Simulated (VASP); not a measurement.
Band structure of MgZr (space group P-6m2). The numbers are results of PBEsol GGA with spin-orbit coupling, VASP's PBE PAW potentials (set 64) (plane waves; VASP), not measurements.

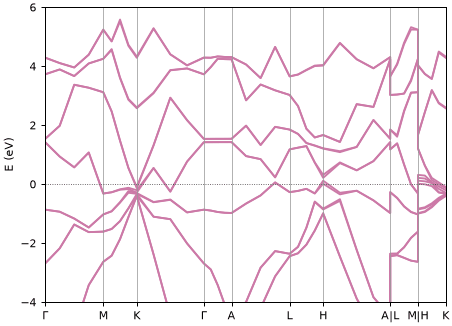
*Bands along high-symmetry lines, zero at the valence-band maximum or, without a gap, the Fermi level*

Problem. Read the plot: is there a gap, and where are the band edges?

Solution. It has no gap at this level: it comes out as a metal or semimetal.

The structure comes from a computed database's MgZr entry (P-6m2); how it stands against other phases isn't given here. It was relaxed first.
